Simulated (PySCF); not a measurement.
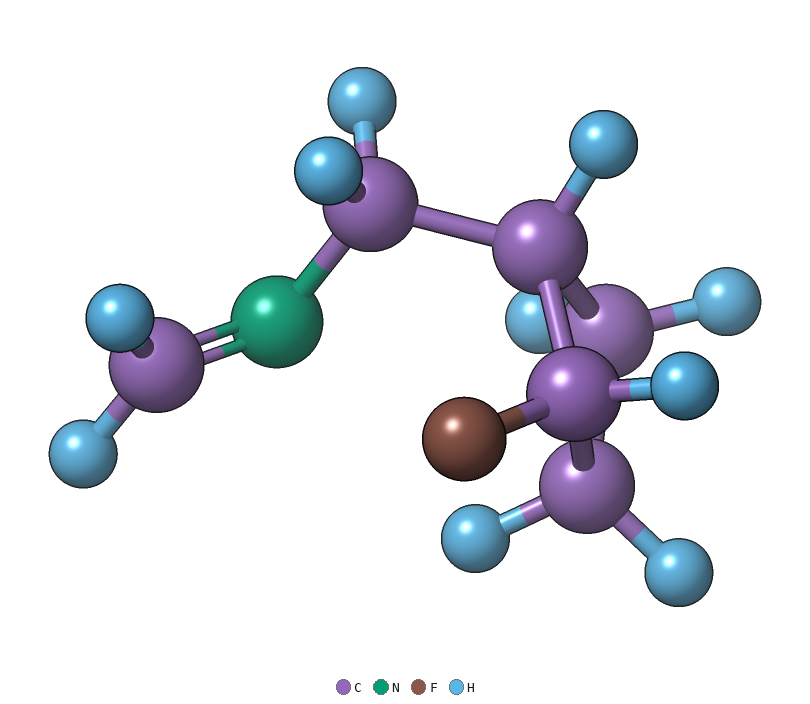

Double and triple bonds are drawn as two and three sticks.

> Which formula does it have?

C₆H₁₀FN, 18 atoms: 6 carbon, 10 hydrogen, 1 fluorine and 1 nitrogen.

> Give the symmetry (Schoenflies symbol).

C1.

> Describe its rings.

Independent rings (smallest set): 1 of 4 members.

The parts below concern this one geometry. Atoms keep their numbers from picture to picture. Computed geometry: PBE0-D3(BJ)/def2-SVP optimisation. No frequency run is at hand to confirm it as a minimum.

### Geometry

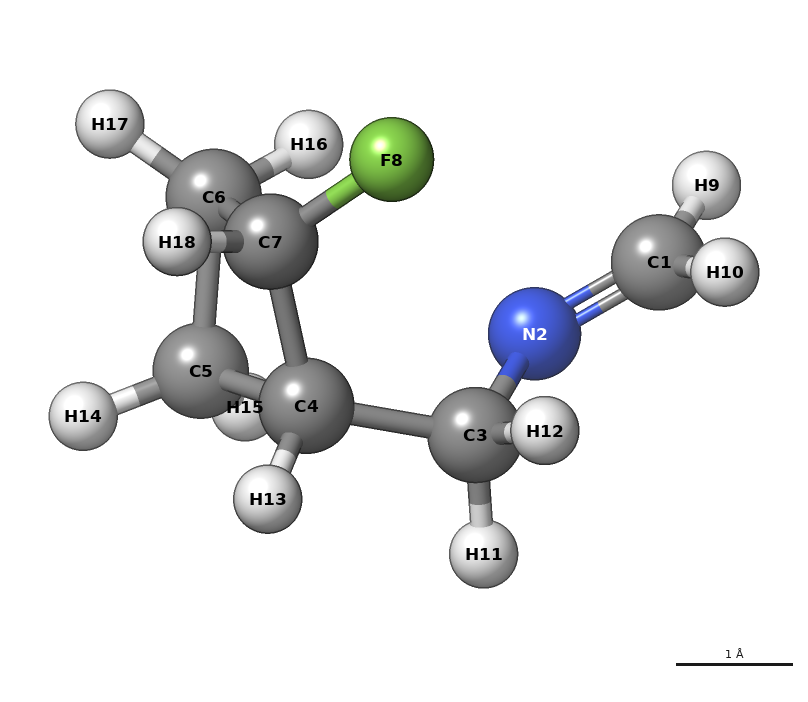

The atoms are numbered. No frequency run is at hand to confirm it as a minimum.

Which atoms are bonded, and how long are the bonds? Leave out bonds to hydrogen.

| bond | length (Å) | order |
| --- | --- | --- |
| C1–N2 | 1.261 | double |
| N2–C3 | 1.440 | single |
| C3–C4 | 1.523 | single |
| C4–C5 | 1.547 | single |
| C4–C7 | 1.539 | single |
| C5–C6 | 1.543 | single |
| C6–C7 | 1.526 | single |
| C7–F8 | 1.371 | single |

### Levels of theory compared

No frequency run is at hand to confirm it as a minimum. Program: PySCF 2.14.0.

Compare dipole (D), HOMO energy (eV) at these levels: B3LYP/pcJ-1; CAM-B3LYP/def2-SVPD; HF/pcSseg-1; PBE0/pcSseg-1.

```tsv
level	dipole (D)	HOMO energy (eV)
B3LYP/pcJ-1	1.03	−7.07
CAM-B3LYP/def2-SVPD	1.08	−8.78
HF/pcSseg-1	1.07	−10.99
PBE0/pcSseg-1	1.03	−7.31
```

### NMR shielding

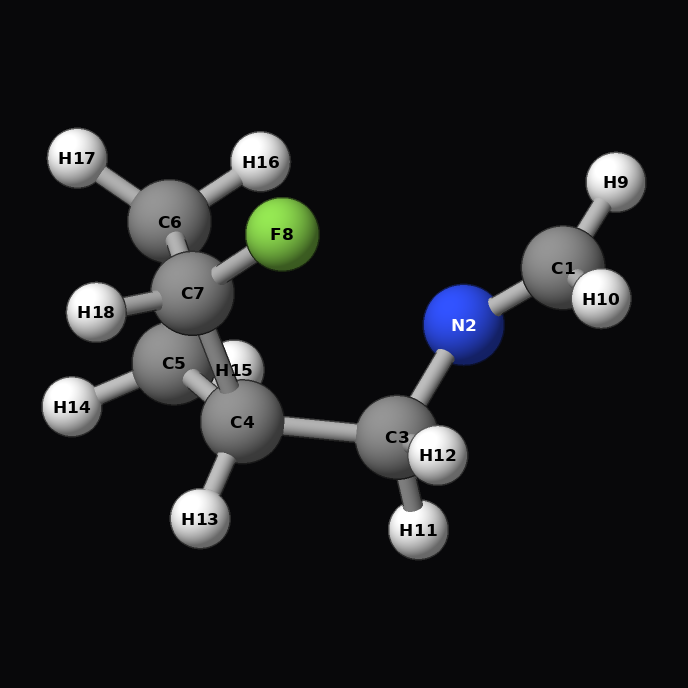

No frequency run is at hand to confirm it as a minimum. Method: GIAO PBE0/pcSseg-1 NMR shielding, non-relativistic, gas phase (PySCF 2.14.0). Principal shieldings σ11 ≤ σ22 ≤ σ33, span Ω = σ33 − σ11, skew κ = 3(σiso − σ22)/Ω.

Give the shielding tensors of the N atoms.

```
atom     σ11     σ22    σ33    σiso      Ω     κ
  N2  −522.1  −168.8  264.3  −142.2  786.4  0.10
```

Shieldings and span in ppm.

### Quadrupole coupling

No frequency run is at hand to confirm it as a minimum. Electric field gradients from the ground-state density, B3LYP/pcJ-1 (PySCF 2.14.0), non-relativistic apart from any core potentials.

Give the largest field-gradient component, the quadrupole coupling constant and the asymmetry for 14N at N2 (Q = 20.44 mb), 2H at H9 (Q = 2.86 mb), 2H at H10 (Q = 2.86 mb), 2H at H11 (Q = 2.86 mb), 2H at H12 (Q = 2.86 mb).

| atom | V_zz (a.u.) | e²qQ/h (MHz) | η |
| --- | --- | --- | --- |
| N2 | −1.115 | −5.36 | 0.43 |
| H9 | 0.280 | 0.188 | 0.04 |
| H10 | 0.263 | 0.177 | 0.07 |
| H11 | 0.269 | 0.181 | 0.05 |
| H12 | 0.258 | 0.173 | 0.09 |
